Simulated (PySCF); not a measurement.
```yaml
atoms:
  - { symbol: C, position_ang: [-0.9576, -1.0792, -0.7935] }
  - { symbol: C, position_ang: [-0.9507, 0.3749, -0.6935] }
  - { symbol: C, position_ang: [-2.3124, 0.9773, -0.3612] }
  - { symbol: Si, position_ang: [0.3268, 0.7680, 0.7103] }
  - { symbol: O, position_ang: [1.7755, 0.1327, 0.3358] }
  - { symbol: Si, position_ang: [2.8026, -0.9105, -0.3280] }
  - { symbol: F, position_ang: [2.5890, -0.8662, -1.9186] }
  - { symbol: H, position_ang: [-0.2514, -1.5902, -1.4176] }
  - { symbol: H, position_ang: [-1.6174, -1.6633, -0.1810] }
  - { symbol: H, position_ang: [-0.5673, 0.8170, -1.6177] }
  - { symbol: H, position_ang: [-3.0203, 0.7812, -1.1654] }
  - { symbol: H, position_ang: [-2.2359, 2.0536, -0.2233] }
  - { symbol: H, position_ang: [-2.7085, 0.5434, 0.5539] }
  - { symbol: H, position_ang: [-0.1001, 0.1313, 1.9538] }
  - { symbol: H, position_ang: [0.6084, 2.1971, 0.8448] }
  - { symbol: H, position_ang: [2.4845, -2.2684, 0.0679] }
  - { symbol: H, position_ang: [4.1280, -0.3866, -0.0708] }
```

Geometry: GFN2-xTB.

Level of theory: PySCF 2.14.0, density-fitted response routines, UKS B3LYP, pcH-1 on C F H O Si, non-relativistic, mean-field spin-orbit, GIAO.

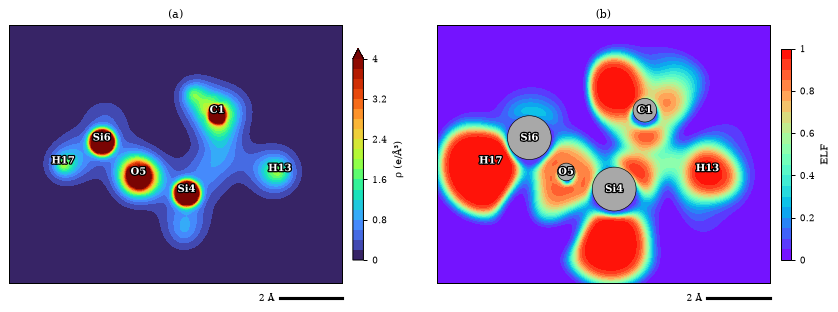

C3H10FOSi2 (doublet). (a) electron density; (b) electron localisation function on the plane of atoms Si4, O5 and Si6. Grey discs cover the atomic cores in the ELF map.

### Describe what can be read from this map.

- The section cuts through C, Si, O and H sites.
- Si–O (1.61 Å): ρ is about 0.81 e/Å³ halfway; the ELF peaks at about 0.85 between the atoms, as expected for a polar covalent bond.
- Si–H (1.45 Å): ρ at the midpoint is about 0.72 e/Å³; the ELF climbs to about 1 towards the hydrogen, as it does in any bond to H.
- The ELF also peaks beside O5, away from the bonds: non-bonding electrons, paired or unpaired.
